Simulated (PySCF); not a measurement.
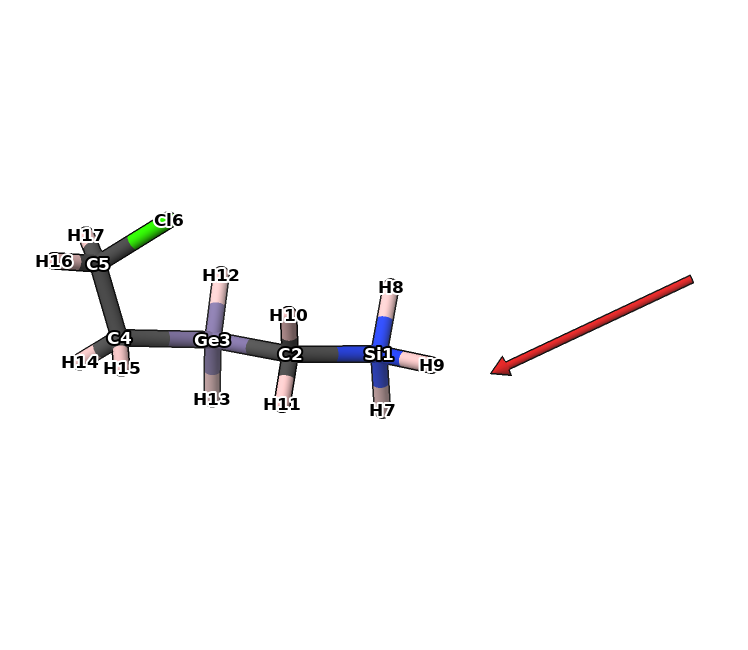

The arrow beside the molecule shows the direction of the dipole moment, from the negative to the positive end (its length means nothing). Computed geometry: GFN2-xTB optimisation. No frequency run is at hand to confirm it as a minimum. Properties computed with B3LYP/def2-SVPD, gas phase (PySCF 2.14.0).

Question: Estimate the dipole moment.

Answer: 2.01 D; it points from the side of H8, H9 to the side of H14 (the outermost atoms at the two ends).

The geometry is semi-empirical. Around Ge, Si such bond lengths and angles can be off by a tenth of an ångström or more and by several degrees, and values that hang on the shape move with them.
